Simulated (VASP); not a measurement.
Energy against volume of ZrC (rock salt). Calculation: PBE GGA with D3 dispersion (Becke-Johnson damping), VASP's PBE PAW potentials (set 64) (plane waves; VASP).

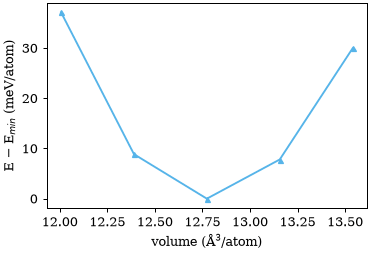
Energy against volume

Estimate the equilibrium volume and the bulk modulus.

The minimum lies near 12.8 Å³/atom, and the curvature gives B0 of about 230 GPa.

Measured: a 4.696 Å (computed value off by -0.4 %), as given by Guo-Xu Zhang et al., New Journal of Physics (2018), doi:10.1088/1367-2630/aac7f0. The calculation is for a static lattice, while the measured a holds thermal and zero-point effects, which are part of the difference.

The compound is ZrC in the rock salt structure. It was relaxed first.
